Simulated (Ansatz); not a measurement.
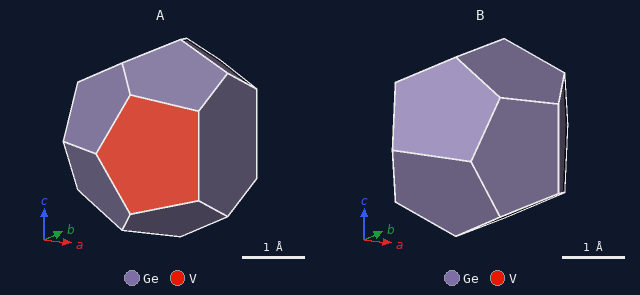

Computed Voronoi cells of the 2 sites of this structure, drawn to one scale and in one orientation; each face has the colour of the neighbour behind it.

VGe3, space group Pm-3n (No. 223), a = 4.768 Å, b = 4.768 Å, c = 4.768 Å, α = 90.00°, β = 90.00°, γ = 90.00°

```json
{"site": "Ge", "Wyckoff": "6c", "x": "0.2500", "y": "0.0000", "z": "0.5000"}
{"site": "V", "Wyckoff": "2a", "x": "0.0000", "y": "0.0000", "z": "0.0000"}
```

Geometry: the structure of a calculation's input, shown in its standard cell.

> Which cell belongs to which site?

A is Ge (14 faces above 1 % of the solid angle, 13.7 Å³, mostly facing Ge); B is V (12 faces above 1 % of the solid angle, 13.2 Å³, facing only Ge).
